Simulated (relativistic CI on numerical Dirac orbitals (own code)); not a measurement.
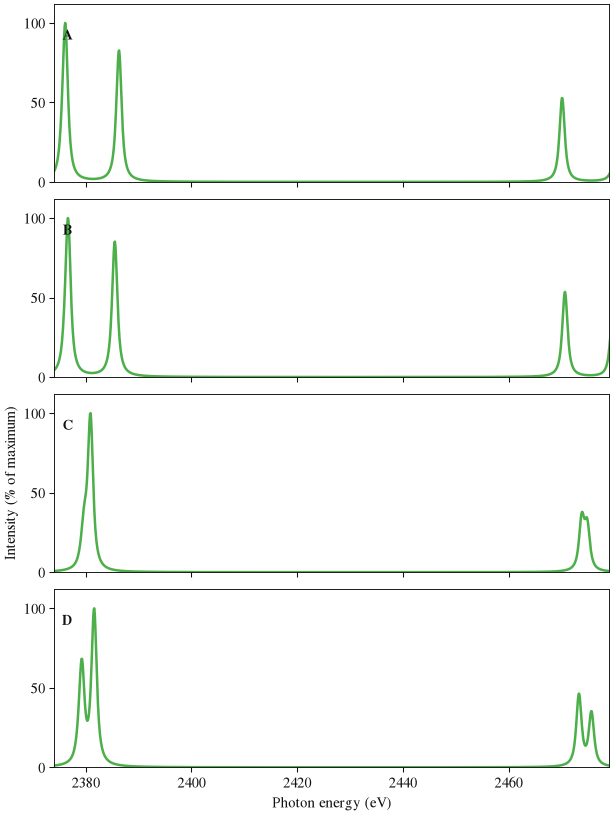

L₂,₃ X-ray absorption of Nb⁵⁺, [Kr], in 4 environments. Multiplet model: relativistic Dirac–Coulomb–Breit theory, one configuration a step, Slater integrals scaled by 0.7, 80 K, Voigt broadening (Lorentzian 0.96 eV, Gaussian 0.5 eV full widths), computed with a radial Dirac CI code.

(1) a field of Oh symmetry with 10Dq = 8,500 cm⁻¹
(2) a field of Oh symmetry with 10Dq = 72,750 cm⁻¹
(3) a field of Oh symmetry with 10Dq = 83,500 cm⁻¹
(4) a field of Oh symmetry with 10Dq = 19,250 cm⁻¹

Match the spectra to the environments.

Answer. A is (3), maxima at 2376.1 eV (100), 2386.3 eV (83), 2470.1 eV (53) and 2480.5 eV (36); B is (2), maxima at 2376.6 eV (100), 2385.5 eV (85), 2470.7 eV (54) and 2479.7 eV (37); C is (1), maxima at 2380.9 eV (100), 2473.9 eV (38) and 2474.8 eV (35); D is (4), maxima at 2379.2 eV (68), 2381.6 eV (100), 2473.3 eV (46) and 2475.7 eV (35) (heights in % of each maximum). The ground-state spin is S = 0.00 in all.

Known limits: free-ion energies, so absolute edge positions are off by a few eV from solids.
